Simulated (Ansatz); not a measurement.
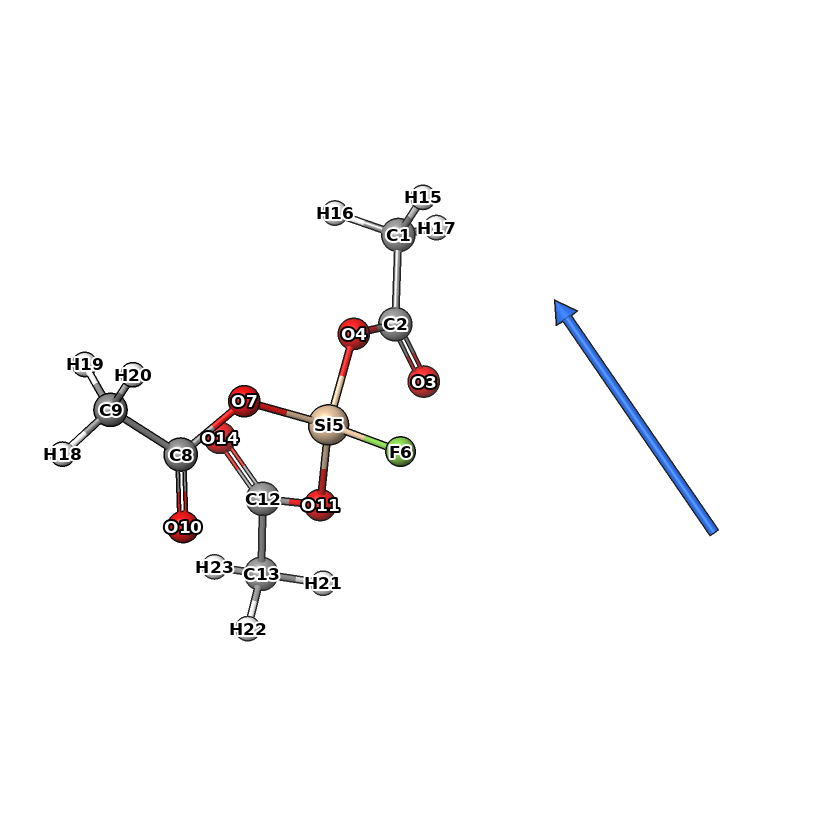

The arrow beside the molecule shows the direction of the dipole moment, from the negative to the positive end (its length means nothing). The geometry was computed by an optimisation with PBE-D4/def2-SVP. No frequency run is at hand to confirm it as a minimum. Properties computed with RKS PBE-D4/def2-SVP (Ansatz 0.2.0).

**Estimate the dipole moment.**

2.28 D; it points from the side of H21, H22 to the side of H16, H19 (the outermost atoms at the two ends).
